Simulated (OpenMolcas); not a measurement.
Excited-state calculation of C₂H₃Al (part 2 of 3)

Continued. System: C₂H₃Al, SMILES [CH]1=[CH][AlH]1. Method: MC-PDFT (trevPBE)/6-31G (OpenMolcas 26.06). The geometry comes from this level: GFN2-xTB.

Geometry of the input (Å):
```
C  -0.6637  -0.5087  -0.3080
C  0.4920  0.1614  -0.7294
Al 0.1949  0.3859  1.1518
H  -1.3163  -1.0854  -0.9665
H  0.8524  0.1707  -1.7596
H  0.4408  0.8760  2.6116
```

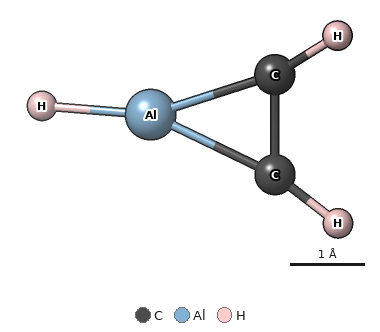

*The structure (ball-and-stick view, seen at a tilt). Sticks mark near contacts.*

What the program printed, continued
```
          9   -0.7315    2.0000
                 1 C1     1s     (-0.1211)   2 C1     2s     ( 0.2327)   3 C1     *s     ( 0.3300)   4 C1     2px    (-0.1343)
                10 C2     1s     ( 0.1210)  11 C2     2s     (-0.2327)  12 C2     *s     (-0.3299)  13 C2     2px    (-0.1082)
                17 C2     2pz    ( 0.1289)  32 H4     1s     ( 0.2059)  33 H4     *s     ( 0.1229)  34 H5     1s     (-0.2067)
                35 H5     *s     (-0.1233)
         10   -0.6560    2.0000
                 4 C1     2px    ( 0.2122)   6 C1     2py    ( 0.1657)   8 C1     2pz    ( 0.1864)   9 C1     *pz    ( 0.1018)
                13 C2     2px    (-0.1144)  17 C2     2pz    ( 0.3044)  18 C2     *pz    ( 0.1499)  20 AL3    2s     (-0.1126)
                21 AL3    3s     ( 0.1702)  32 H4     1s     (-0.1942)  33 H4     *s     (-0.1026)  34 H5     1s     (-0.1929)
                35 H5     *s     (-0.1019)
         11   -0.5232    2.0000
                 4 C1     2px    ( 0.1538)  13 C2     2px    (-0.1760)  20 AL3    2s     ( 0.1859)  21 AL3    3s     (-0.3498)
                22 AL3    *s     (-0.1023)  30 AL3    3pz    (-0.2023)  36 H6     1s     (-0.2499)  37 H6     *s     (-0.2807)

         12   -0.4323    2.0000
                 4 C1     2px    (-0.1832)   5 C1     *px    (-0.1059)   6 C1     2py    (-0.1135)   8 C1     2pz    ( 0.2743)
                 9 C1     *pz    ( 0.1490)  13 C2     2px    ( 0.2915)  14 C2     *px    ( 0.1778)  15 C2     2py    ( 0.1608)
                27 AL3    3py    (-0.1213)  29 AL3    2pz    ( 0.1133)  30 AL3    3pz    (-0.3052)  36 H6     1s     (-0.1755)
                37 H6     *s     (-0.2115)
         13   -0.2851    1.4295
                 3 C1     *s     ( 0.4209)   5 C1     *px    ( 0.1351)   6 C1     2py    ( 0.1018)   7 C1     *py    ( 0.1733)
                 8 C1     2pz    ( 0.2916)   9 C1     *pz    ( 0.3319)  12 C2     *s     (-0.4224)  15 C2     2py    (-0.1239)
                17 C2     2pz    (-0.2808)  18 C2     *pz    (-0.3903)  24 AL3    3px    (-0.1805)  27 AL3    3py    (-0.1041)
                32 H4     1s     (-0.1304)  34 H5     1s     ( 0.1303)
         14   -0.3670    1.7954
                 4 C1     2px    (-0.2073)   5 C1     *px    (-0.1594)   6 C1     2py    ( 0.2849)   7 C1     *py    ( 0.2170)
                13 C2     2px    (-0.1583)  14 C2     *px    (-0.1254)  15 C2     2py    ( 0.3136)  16 C2     *py    ( 0.2369)
                27 AL3    3py    ( 0.1297)
         15    0.1203    0.3104
                 4 C1     2px    (-0.2550)   5 C1     *px    (-0.2729)   6 C1     2py    ( 0.3900)   7 C1     *py    ( 0.4397)
                13 C2     2px    ( 0.2383)  14 C2     *px    ( 0.2884)  15 C2     2py    (-0.3991)  16 C2     *py    (-0.4293)
                24 AL3    3px    ( 0.1047)
         16    0.0366    0.4646
                 4 C1     2px    (-0.1034)   5 C1     *px    (-0.1056)   6 C1     2py    ( 0.1449)   7 C1     *py    ( 0.1782)
                14 C2     *px    (-0.1139)  15 C2     2py    ( 0.1559)  16 C2     *py    ( 0.1750)  24 AL3    3px    ( 0.2928)
                25 AL3    *px    ( 0.3433)  26 AL3    2py    ( 0.1423)  27 AL3    3py    (-0.4315)  28 AL3    *py    (-0.5220)
                30 AL3    3pz    ( 0.1189)  31 AL3    *pz    ( 0.1131)
         17    0.1096    0.0000
                 3 C1     *s     (-0.5233)   8 C1     2pz    (-0.1298)   9 C1     *pz    (-0.2623)  12 C2     *s     (-0.5654)
                14 C2     *px    (-0.1399)  16 C2     *py    (-0.1193)  18 C2     *pz    (-0.2232)  20 AL3    2s     (-0.1463)
                22 AL3    *s     ( 1.6038)  28 AL3    *py    (-0.1022)  31 AL3    *pz    (-0.2835)  36 H6     1s     (-0.1480)
                37 H6     *s     (-0.6987)
         18    0.1123    0.0000
                 3 C1     *s     (-0.5466)   8 C1     2pz    (-0.1104)   9 C1     *pz    (-0.3109)  12 C2     *s     ( 0.5006)
                14 C2     *px    ( 0.1647)  18 C2     *pz    ( 0.2377)  24 AL3    3px    (-0.1086)  25 AL3    *px    (-0.8847)
                28 AL3    *py    (-0.5174)  31 AL3    *pz    ( 0.3092)
--

      Von Neumann Entropy (Root   1) =  0.76609

      Mulliken population analysis for root number:  1
      -----------------------------------------------

++    Molecular charges:
      ------------------

      Mulliken charges per centre and basis function type
      ---------------------------------------------------

                C1      C2      AL3     H4      H5      H6
      1s       1.9978  1.9978  1.9998  0.5149  0.5150  0.4659
      2s       0.6703  0.6705  1.9989  0.0000  0.0000  0.0000
      2px      0.6959  0.7089  1.9920  0.0000  0.0000  0.0000
      2pz      0.7106  0.7105  1.9938  0.0000  0.0000  0.0000
      2py      0.5774  0.5642  1.9915  0.0000  0.0000  0.0000
      3s       0.0000  0.0000  0.6636  0.0000  0.0000  0.0000
      3px      0.0000  0.0000  0.2537  0.0000  0.0000  0.0000
      3pz      0.0000  0.0000  0.6063  0.0000  0.0000  0.0000
      3py      0.0000  0.0000  0.2101  0.0000  0.0000  0.0000
      *s       0.7526  0.7529  0.1137  0.2805  0.2804  0.6528
      *px      0.2728  0.3380  0.0638  0.0000  0.0000  0.0000
      *pz      0.5740  0.5087  0.0605  0.0000  0.0000  0.0000
      *py      0.3949  0.3941  0.0509  0.0000  0.0000  0.0000
      Total    6.6463  6.6456 11.9985  0.7954  0.7955  1.1187

      N-E     -0.6463 -0.6456  1.0015  0.2046  0.2045 -0.1187

      Total electronic charge=   28.000000

      Total            charge=   -0.000000
--

      Expectation values of various properties for root number:  1
      -----------------------------------------------------------

++    Molecular properties:
      ---------------------

      Charge (e):
                      =   -0.0000
      Dipole Moment (debye):
      Origin of the operator (angstrom)=    0.0588    0.1149    0.3428
                   X= -2.6758E-01               Y=  1.6429E+00               Z=  1.9306E+00           Total=  2.5491E+00
      Quadrupole Moment (debye*angstrom):
      Origin of the operator (angstrom)=    0.0588    0.1149    0.3428
                  XX= -2.5895E+01              XY= -8.6206E-01              XZ=  6.0048E-01              YY= -2.4793E+01
                  YZ=  4.8950E-01              ZZ= -2.4193E+01
      In traceless form (debye*angstrom)
                  XX= -1.4021E+00              XY= -1.2931E+00              XZ=  9.0073E-01              YY=  2.5047E-01
                  YZ=  7.3425E-01              ZZ=  1.1516E+00
--

      Von Neumann Entropy (Root   2) =  1.31220

      Mulliken population analysis for root number:  2
      -----------------------------------------------

++    Molecular charges:
      ------------------

      Mulliken charges per centre and basis function type
      ---------------------------------------------------

                C1      C2      AL3     H4      H5      H6
      1s       1.9977  1.9977  1.9998  0.4920  0.4922  0.4661
      2s       0.6629  0.6630  1.9989  0.0000  0.0000  0.0000
      2px      0.6732  0.6595  1.9918  0.0000  0.0000  0.0000
      2pz      0.5919  0.6020  1.9938  0.0000  0.0000  0.0000
      2py      0.5805  0.5821  1.9926  0.0000  0.0000  0.0000
      3s       0.0000  0.0000  0.6653  0.0000  0.0000  0.0000
      3px      0.0000  0.0000  0.2789  0.0000  0.0000  0.0000
      3pz      0.0000  0.0000  0.6130  0.0000  0.0000  0.0000
      3py      0.0000  0.0000  0.4517  0.0000  0.0000  0.0000
      *s       0.7164  0.7158  0.1143  0.2752  0.2752  0.6532
      *px      0.2624  0.2892  0.1789  0.0000  0.0000  0.0000
      *pz      0.4413  0.3905  0.0741  0.0000  0.0000  0.0000
      *py      0.3851  0.4068  0.3749  0.0000  0.0000  0.0000
      Total    6.3114  6.3066 12.7280  0.7672  0.7675  1.1193

      N-E     -0.3114 -0.3066  0.2720  0.2328  0.2325 -0.1193

      Total electronic charge=   28.000000

      Total            charge=   -0.000000
--

      Expectation values of various properties for root number:  2
      -----------------------------------------------------------

++    Molecular properties:
      ---------------------

      Charge (e):
                      =   -0.0000
      Dipole Moment (debye):
      Origin of the operator (angstrom)=    0.0588    0.1149    0.3428
                   X= -5.0777E-01               Y= -1.3977E+00               Z= -3.6690E+00           Total=  3.9590E+00
      Quadrupole Moment (debye*angstrom):
      Origin of the operator (angstrom)=    0.0588    0.1149    0.3428
                  XX= -2.7213E+01              XY=  3.7172E+00              XZ= -1.0159E+00              YY= -3.0807E+01
                  YZ=  4.7664E-01              ZZ= -2.6753E+01
      In traceless form (debye*angstrom)
                  XX=  1.5674E+00              XY=  5.5758E+00              XZ= -1.5238E+00              YY= -3.8245E+00
                  YZ=  7.1496E-01              ZZ=  2.2571E+00
--

      Von Neumann Entropy (Root   3) =  0.83193

      Mulliken population analysis for root number:  3
      -----------------------------------------------

++    Molecular charges:
      ------------------

      Mulliken charges per centre and basis function type
      ---------------------------------------------------

                C1      C2      AL3     H4      H5      H6
      1s       1.9978  1.9978  1.9998  0.5152  0.5155  0.4662
      2s       0.6765  0.6770  1.9989  0.0000  0.0000  0.0000
      2px      0.6383  0.6190  1.9920  0.0000  0.0000  0.0000
      2pz      0.6506  0.6482  1.9938  0.0000  0.0000  0.0000
      2py      0.5898  0.6102  1.9923  0.0000  0.0000  0.0000
      3s       0.0000  0.0000  0.6661  0.0000  0.0000  0.0000
      3px      0.0000  0.0000  0.2643  0.0000  0.0000  0.0000
      3pz      0.0000  0.0000  0.6163  0.0000  0.0000  0.0000
      3py      0.0000  0.0000  0.3676  0.0000  0.0000  0.0000
      *s       0.7597  0.7607  0.1147  0.2800  0.2800  0.6535
      *px      0.2335  0.2382  0.1261  0.0000  0.0000  0.0000
      *pz      0.4934  0.4355  0.0715  0.0000  0.0000  0.0000
      *py      0.3818  0.4318  0.2465  0.0000  0.0000  0.0000
      Total    6.4214  6.4183 12.4499  0.7951  0.7955  1.1197

      N-E     -0.4214 -0.4183  0.5501  0.2049  0.2045 -0.1197

      Total electronic charge=   28.000000

      Total            charge=   -0.000000
--

      Expectation values of various properties for root number:  3
      -----------------------------------------------------------

++    Molecular properties:
      ---------------------

      Charge (e):
                      =   -0.0000
      Dipole Moment (debye):
      Origin of the operator (angstrom)=    0.0588    0.1149    0.3428
                   X=  3.9815E-01               Y= -1.2279E+00               Z= -8.7588E-01           Total=  1.5600E+00
      Quadrupole Moment (debye*angstrom):
      Origin of the operator (angstrom)=    0.0588    0.1149    0.3428
                  XX= -2.6713E+01              XY=  1.1507E+00              XZ=  1.5479E-01              YY= -2.7580E+01
                  YZ=  8.5358E-01              ZZ= -2.4351E+01
      In traceless form (debye*angstrom)
                  XX= -7.4790E-01              XY=  1.7261E+00              XZ=  2.3219E-01              YY= -2.0478E+00
                  YZ=  1.2804E+00              ZZ=  2.7957E+00
--

      Average orbitals are written to the RASORB file
      Natural orbitals for root   1 are written to the RASORB.1 file
      Natural orbitals for root   2 are written to the RASORB.2 file
      Natural orbitals for root   3 are written to the RASORB.3 file
      Spin density orbitals for root   1 are written to the SPDORB.1 file
      Spin density orbitals for root   2 are written to the SPDORB.2 file
      Spin density orbitals for root   3 are written to the SPDORB.3 file

--- Stop Module: rasscf /rc=_RC_ALL_IS_WELL_ ---
           step12.SpdOrb.1 step12.SpdOrb.2 step12.SpdOrb.3 xmldump
--- Module rasscf spent 1 second ---

--- Start Module: mcpdft ---

                                              &MCPDFT

                       available to each process: 1.9 GB of memory, 1 thread

 ###############################################################################
 ###    WARNING: Deprecation warning: KSDF should be replaced                ###
 ###    with FUNC keyword                                                    ###
 ###############################################################################

++    Wave function specifications:
      -----------------------------

      Number of closed shell electrons          24
      Number of electrons in active shells       4
      Max number of holes in RAS1 space          0
      Max nr of electrons in RAS3 space          0
      Number of inactive orbitals               12
      Number of active orbitals                  4
      Number of secondary orbitals              21
      Spin quantum number                      0.0
      State symmetry                             1
      Number of CSFs                            20
      Number of RASSCF root(s) available         3
--

++    Orbital specifications:
      -----------------------

      Symmetry species                           1
                                                 a
      Frozen orbitals                            0
      Inactive orbitals                         12
      Active orbitals                            4
      RAS1 orbitals                              0
      RAS2 orbitals                              4
      RAS3 orbitals                              0
      Secondary orbitals                        21
      Deleted orbitals                           0
      Number of basis functions                 37
--

++    MCPDFT specifications:
      ----------------------

      Cholesky decomposition                     On
      Type of calculation                        MS-PDFT
      On-Top Functional                          T:REVPBE
      Exchange scaling factor                    1.00
      Correlation scaling factor                 1.00
      Wave function energy weight                0.00
--

      Numerical integration parameters
      --------------------------------
      Radial quadrature type:                         MHL
      Size of radial grid:                            75
      Lebedev angular grid:                           29
      Angular grid pruned with the crowding factor:  3.00E+00
                                 and fading factor:  6.00E+00
      Screening threshold for integral computation:   1.00E-11
      Radial quadrature accuracy:                     1.00E-25
      Maximum batch size:                             128
      AO values are stored on disk

++    DFT functional specifications:
      ------------------------------
      Using Libxc version: 6.2.2
      Please cite the following reference:
      S. Lehtola, C. Steigemann, M. J.T. Oliveira, and M. A.L. Marques.,  SoftwareX 7, 1–5 (2018) doi:10.1016/j.softx.2017.11.002

      * Revised PBE from Zhang & Yang
        - Y. Zhang and W. Yang.,  Phys. Rev. Lett. 80, 890 (1998) doi:10.1103/PhysRevLett.80.890
      * Perdew, Burke & Ernzerhof
        - J. P. Perdew, K. Burke, and M. Ernzerhof.,  Phys. Rev. Lett. 77, 3865 (1996) doi:10.1103/PhysRevLett.77.3865
        - J. P. Perdew, K. Burke, and M. Ernzerhof.,  Phys. Rev. Lett. 78, 1396 (1997) doi:10.1103/PhysRevLett.78.1396
--
   File JOBOLD not found -- use JOBIPH.
      The MO-coefficients are taken from the file:
      JOBIPH
 Reference MC-SCF energies taken from diagonal elements of
 effective Hamiltonian

++    CMS-PDFT INTERMEDIATE STATE 0001
      --------------------------------

      MCSCF reference energy                                             -319.16904865

      Integrated total density:                                                 28.000
      Integrated alpha density before functional transformation:                14.000
      Integrated  beta density before functional transformation:                14.000
      Integrated alpha density  after functional transformation:                14.714
      Integrated  beta density  after functional transformation:                13.286
      Integrated alpha tau     before functional transformation:                 0.000
      Integrated  beta tau     before functional transformation:                 0.000
      Integrated alpha tau      after functional transformation:                 0.000
      Integrated  beta tau      after functional transformation:                 0.000
      NOTE:
      Densities after transformation are intermediate quantities
      and should not be interpreted as real spin densities

      Exchange energy scaling factor                                          1.000000
      Correlation energy scaling factor                                       1.000000

      Integrated alpha exchange energy                                      -15.130096
      Integrated beta  exchange energy                                      -14.468954
      Integrated  correlation   energy                                       -0.939466

      Nuclear Repulsion energy                                             76.67673829
      CASSCF contribution energy                                         -289.58648578
      On-top energy                                                       -30.53851615

      Total MCPDFT energy for state   1                                  -320.12500193
--

++    CMS-PDFT INTERMEDIATE STATE 0002
      --------------------------------

      MCSCF reference energy                                             -319.09020088

      Integrated total density:                                                 28.000
      Integrated alpha density before functional transformation:                14.000
      Integrated  beta density before functional transformation:                14.000
      Integrated alpha density  after functional transformation:                15.174
      Integrated  beta density  after functional transformation:                12.826
      Integrated alpha tau     before functional transformation:                 0.000
      Integrated  beta tau     before functional transformation:                 0.000
      Integrated alpha tau      after functional transformation:                 0.000
      Integrated  beta tau      after functional transformation:                 0.000
      NOTE:
      Densities after transformation are intermediate quantities
      and should not be interpreted as real spin densities

      Exchange energy scaling factor                                          1.000000
      Correlation energy scaling factor                                       1.000000

      Integrated alpha exchange energy                                      -15.192978
      Integrated beta  exchange energy                                      -14.233655
      Integrated  correlation   energy                                       -0.927287
```
